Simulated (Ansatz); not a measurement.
# N2H3 (hydrazinyl radical): UCCSD/STO-3G

Aim: the vertical ionisation energy of N2H3 (hydrazinyl radical) at UCCSD/STO-3G, from 2 runs. 

The results are computed with Ansatz 0.2.0.

30 further runs of the same task are left out: 30 set aside as unsound or not needed.

### 1 The structure to begin with

N2H3: 5 atoms, total charge 0, spin state doublet. As SMILES, `[NH]N`. The shape is that of a PBE0-D4/def2-TZVP optimisation. This is one conformer, not always the lowest.

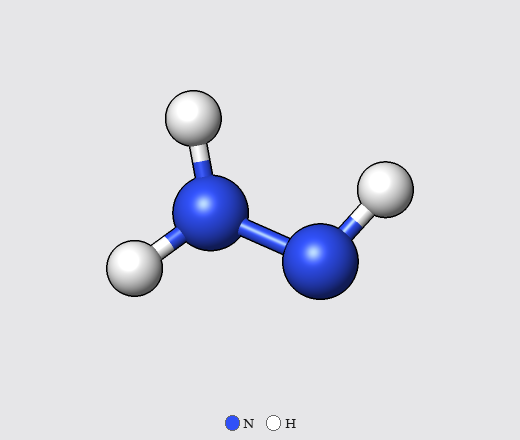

Viewed from a chosen angle; nitrogen blue, hydrogen white.

### 2 A single-point energy at UCCSD/STO-3G

Input file molecule.yaml:

```yaml
crystal:
  periodic: [false, false, false]
  atoms:
    - {symbol: N, position_ang: [-0.187600, -0.818050, 0.454040]}
    - {symbol: "N", position_ang: [-0.128660, 0.235610, -0.368450]}
    - {symbol: H, position_ang: [0.759840, -0.951450, 0.811270]}
    - {symbol: H, position_ang: [-1.030950, 0.592300, -0.640030]}
    - {symbol: H, position_ang: [0.587360, 0.941580, -0.256830]}
basis:
  gaussian:
    orbitals: STO-3G
magnetization:
  spin_polarized: true
  initial_magnetization: 1
correlation:
  method: ccsd
  frozen_orbitals: {H: 0, "N": 1}
accuracy: high
scf:
  omitted_lower_state_checks: [cluster_reference, increment]
```

Run with:

```sh
$ ansatz run molecule.yaml --threads 1 --pin off --max-ram 3480MiB --events-out events.jsonl --progress --plain --runs-dir runs
```

The log of the run:

```text
Warning: RAYON_NUM_THREADS=1 ignored (pool sized by the plan → 1); use --threads N
Functional definition: HF
  name "HF"
  exchange = exact_x
  correlation = 0
these checks for a lower state are left out or cut short: cluster_reference, increment
209 factors; integrals over basis functions are off by at most 1.2e-8 eV
mean field evaluation 1: about -2968.4831 eV, gradient 1.1e1 eV
mean field evaluation 2: about -2968.5953 eV, gradient 1.1e1 eV
mean field evaluation 4: about -2969.8214 eV, gradient 2.2e0 eV
mean field evaluation 8: about -2969.9744 eV, gradient 5.7e-4 eV
mean field -2969.97246222 eV, -109.1444748671 hartree, gradient 1.9e-8 eV, S^2 0.755256; 0 other end points of the search recorded, 0 dependent functions left out
2 core orbitals not correlated: weight in the atoms' cores, before any rotation towards them, 1.000 or more for the frozen orbitals, at most 0.000 for the correlated occupied ones
reference -2969.97246222 eV, -109.1444748671 hartree; 7, 6 occupied and 4, 5 virtual orbitals, 209 factors
second order -2.08232562 eV of doubles, -0.00000000 eV of singles
cycle   1  -2.55302367 eV  change   -4.7e-1 eV  update   5.7e-2
cycle   2  -2.82054123 eV  change   -2.7e-1 eV  update   2.8e-2
cycle   3  -2.84097750 eV  change   -2.0e-2 eV  update   9.6e-3
cycle   4  -2.84073691 eV  change    2.4e-4 eV  update   3.0e-3
cycle   5  -2.83987037 eV  change    8.7e-4 eV  update   9.6e-4
cycle   6  -2.83946442 eV  change    4.1e-4 eV  update   3.9e-4
cycle   7  -2.83958078 eV  change   -1.2e-4 eV  update   1.8e-4
cycle   8  -2.83963815 eV  change   -5.7e-5 eV  update   8.5e-5
cycle   9  -2.83959952 eV  change    3.9e-5 eV  update   3.3e-5
cycle  10  -2.83960836 eV  change   -8.8e-6 eV  update   1.1e-5
cycle  11  -2.83961230 eV  change   -3.9e-6 eV  update   4.7e-6
cycle  12  -2.83961174 eV  change    5.6e-7 eV  update   1.6e-6
cycle  13  -2.83961053 eV  change    1.2e-6 eV  update   6.0e-7
cycle  14  -2.83961072 eV  change   -2.0e-7 eV  update   2.2e-7
cycle  15  -2.83961082 eV  change   -9.7e-8 eV  update   5.9e-8
cycle  16  -2.83961085 eV  change   -3.1e-8 eV  update   2.9e-8
cycle  17  -2.83961085 eV  change    6.2e-9 eV  update   1.8e-8
cycle  18  -2.83961095 eV  change   -1.1e-7 eV  update   4.6e-8
cycle  19  -2.83961103 eV  change   -7.1e-8 eV  update   2.2e-8
cycle  20  -2.83961103 eV  change  -9.3e-10 eV  update   5.7e-9
cycle  21  -2.83961103 eV  change   8.1e-10 eV  update   2.0e-9
cycle  22  -2.83961103 eV  change   3.5e-10 eV  update  8.5e-10
Total energy: -2972.81207325 eV, -109.2488286475 hartree
Checks for a lower state left out: cluster_reference, increment
```

Wall time 0.14 s (1 thread of Arm Neoverse V1, shared host).

### 3 The singlet cation at the same level

Input file input.yaml:

```yaml
crystal:
  periodic: [false, false, false]
  atoms:
    - {symbol: "N", position_ang: [-0.187600, -0.818050, 0.454040]}
    - {symbol: N, position_ang: [-0.128660, 0.235610, -0.368450]}
    - {symbol: H, position_ang: [0.759840, -0.951450, 0.811270]}
    - {symbol: H, position_ang: [-1.030950, 0.592300, -0.640030]}
    - {symbol: H, position_ang: [0.587360, 0.941580, -0.256830]}
basis:
  gaussian:
    orbitals: STO-3G
total_charge: 1
correlation:
  method: ccsd
  frozen_orbitals: {H: 0, "N": 1}
accuracy: high
scf:
  omitted_lower_state_checks: [cluster_reference, increment]
```

Run with:

```sh
$ ansatz run input.yaml --threads 1 --pin off --max-ram 3480MiB --events-out events.jsonl --progress --plain --runs-dir runs
```

The log of the run:

```text
Warning: RAYON_NUM_THREADS=1 ignored (pool sized by the plan → 1); use --threads N
Functional definition: HF
  name "HF"
  exchange = exact_x
  correlation = 0
these checks for a lower state are left out or cut short: cluster_reference, increment
209 factors; integrals over basis functions are off by at most 1.2e-8 eV
mean field evaluation 1: about -2962.7491 eV, gradient 1.0e1 eV
mean field evaluation 2: about -2962.8173 eV, gradient 1.0e1 eV
mean field evaluation 4: about -2963.2494 eV, gradient 1.5e0 eV
mean field evaluation 8: about -2963.2767 eV, gradient 1.0e-2 eV
mean field -2963.27667446 eV, -108.8984092054 hartree, gradient 6.0e-8 eV, S^2 0.000000; 0 other end points of the search recorded, 0 dependent functions left out; unrestricted orbitals would lower it
2 core orbitals not correlated: weight in the atoms' cores, before any rotation towards them, 1.000 or more for the frozen orbitals, at most 0.000 for the correlated occupied ones
reference -2963.27667446 eV, -108.8984092054 hartree; 6, 6 occupied and 5, 5 virtual orbitals, 209 factors
second order -3.67129756 eV of doubles, -0.00000000 eV of singles
cycle   1  -4.03764344 eV  change   -3.7e-1 eV  update   1.0e-1
cycle   2  -4.37358483 eV  change   -3.4e-1 eV  update   4.2e-2
cycle   3  -4.52275430 eV  change   -1.5e-1 eV  update   2.3e-2
cycle   4  -4.52092090 eV  change    1.8e-3 eV  update   5.5e-3
cycle   5  -4.52412875 eV  change   -3.2e-3 eV  update   1.2e-3
cycle   6  -4.52269906 eV  change    1.4e-3 eV  update   3.5e-4
cycle   7  -4.52279351 eV  change   -9.4e-5 eV  update   1.5e-4
cycle   8  -4.52298601 eV  change   -1.9e-4 eV  update   5.7e-5
cycle   9  -4.52291307 eV  change    7.3e-5 eV  update   2.9e-5
cycle  10  -4.52292098 eV  change   -7.9e-6 eV  update   1.5e-5
cycle  11  -4.52292087 eV  change    1.1e-7 eV  update   7.5e-6
cycle  12  -4.52292123 eV  change   -3.7e-7 eV  update   2.2e-6
cycle  13  -4.52291933 eV  change    1.9e-6 eV  update   6.0e-7
cycle  14  -4.52291972 eV  change   -3.9e-7 eV  update   1.6e-7
cycle  15  -4.52291999 eV  change   -2.8e-7 eV  update   6.9e-8
cycle  16  -4.52291991 eV  change    8.7e-8 eV  update   4.4e-8
cycle  17  -4.52291982 eV  change    8.5e-8 eV  update   4.3e-8
cycle  18  -4.52291911 eV  change    7.1e-7 eV  update   8.5e-8
cycle  19  -4.52291892 eV  change    1.9e-7 eV  update   3.4e-8
cycle  20  -4.52291888 eV  change    4.3e-8 eV  update   1.4e-8
cycle  21  -4.52291890 eV  change   -1.9e-8 eV  update   8.9e-9
cycle  22  -4.52291891 eV  change   -1.2e-8 eV  update   4.7e-9
cycle  23  -4.52291891 eV  change   -2.2e-9 eV  update   1.1e-9
cycle  24  -4.52291891 eV  change   2.5e-10 eV  update  2.2e-10
Total energy: -2967.79959338 eV, -109.0646234097 hartree
Checks for a lower state left out: cluster_reference, increment
```

Wall time 0.1 s (1 thread of Arm Neoverse V1, shared host).

### 4 Outcome

At UCCSD/STO-3G, 2 core orbitals frozen:

| quantity | value |
| --- | --- |
| doublet N2H3: total energy | -109.24883 Eh |
| doublet N2H3: correlation energy (2 core orbitals frozen) | -104.4 mEh |
| doublet N2H3: ⟨S²⟩ of the reference determinant | 0.755 |
| doublet N2H3: T1 diagnostic | 0.018 |
| singlet cation: total energy | -109.06462 Eh |
| singlet cation: correlation energy (2 core orbitals frozen) | -166.2 mEh |
| singlet cation: T1 diagnostic | 0.033 |
| vertical ionisation energy (to the singlet cation) | 5.012 eV |

What this shows: The vertical ionisation energy comes to 5.01 eV (484 kJ/mol). Only the singlet of the ionised species was computed; a triplet could lie lower. In a minimal basis such a difference can be off by several eV, whatever the method. The T1 diagnostic (singlet cation) of 0.033 is above the customary mark for such species, so a single reference may not serve. The restricted solution (singlet cation) is unstable to spin breaking: an unrestricted one lies lower.
